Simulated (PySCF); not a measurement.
Single-point calculation of CH6FNSn

System: CH6FNSn.
Method: r2SCAN/def2-SVP, RKS, core potentials def2-svp (PySCF 2.14.0).

A bond length was changed on purpose from its optimised value.

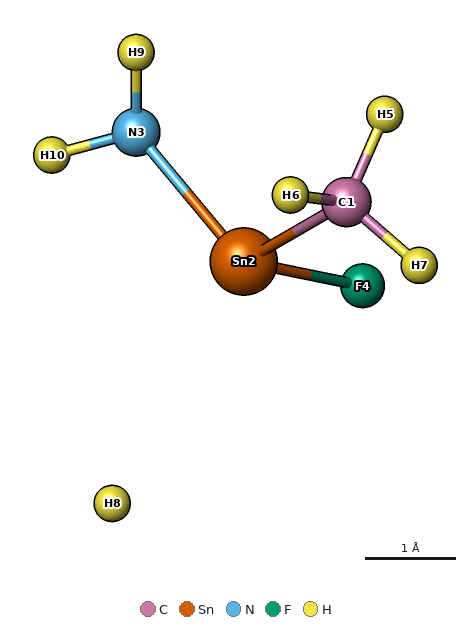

Fig. 1: The input geometry (ball-and-stick view, seen at a tilt; atoms are numbered from 1 in the order of the input). Sticks mark near contacts. Bond lengths as drawn: C–H 1.09 Å, C–Sn 2.12 Å, F–Sn 1.93 Å, H–N 1.01 Å and N–Sn 2.00 Å.

Input (job.py)
```python
from pyscf import gto, dft

system = gto.Mole()
system.atom = '''
C     -2.577607     2.099603     3.068091
Sn    -0.667661    -0.944746     1.294772
N      2.232691    -2.194044     3.370825
F     -3.116746    -3.649511     1.369228
H     -2.895459     1.624337     5.047201
H     -1.460968     3.826435     2.949417
H     -4.395524     2.393644     2.147984
H      0.781024    -0.622287    -4.309142
H      2.605912    -1.297369     5.009974
H      3.856721    -2.622634     2.472261
'''
system.basis = 'def2-svp'
system.verbose = 3
system.unit = 'bohr'
system.max_memory = 1860
system.ecp = {'Sn': 'def2-svp'}
system.spin = 0
system.build()

myscf = dft.RKS(system)
myscf.xc = 'r2scan'
myscf.conv_tol = 1e-10
myscf.grids.level = 5
myscf.kernel()
if not myscf.converged:
    myscf = myscf.newton().run(myscf.mo_coeff, myscf.mo_occ)

etot = myscf.e_tot
print('Final energy', etot)
```

Launch command:
```bash
OMP_NUM_THREADS=1 python job.py
```

What the program printed
```
converged SCF energy = -410.344401742132
Final energy -410.3444017421316
```

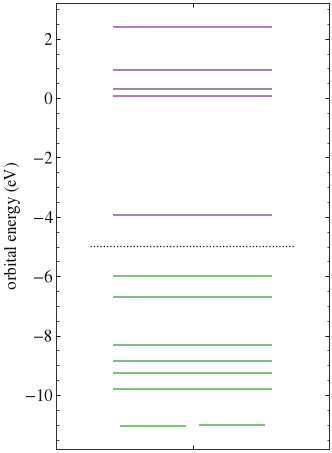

Fig. 2: Orbital energies near the frontier; the dotted line parts filled from empty levels, and levels within 0.02 eV of each other stand side by side. Highest filled −5.99 eV, lowest empty −3.94 eV, 2.05 eV apart.

Results in brief

| quantity | value |
| --- | --- |
| outcome | converged |
| total energy | −410.344402 hartree |
| basis functions | 98 |
| HOMO | −5.99 eV |
| LUMO | −3.94 eV |
| dipole moment | 4.58 D |
| hardware | 1 thread of AMD EPYC (Zen 3), 144 GiB of memory available, shared host |
| wall time | 45 s |
| peak memory | 0.54 GiB |
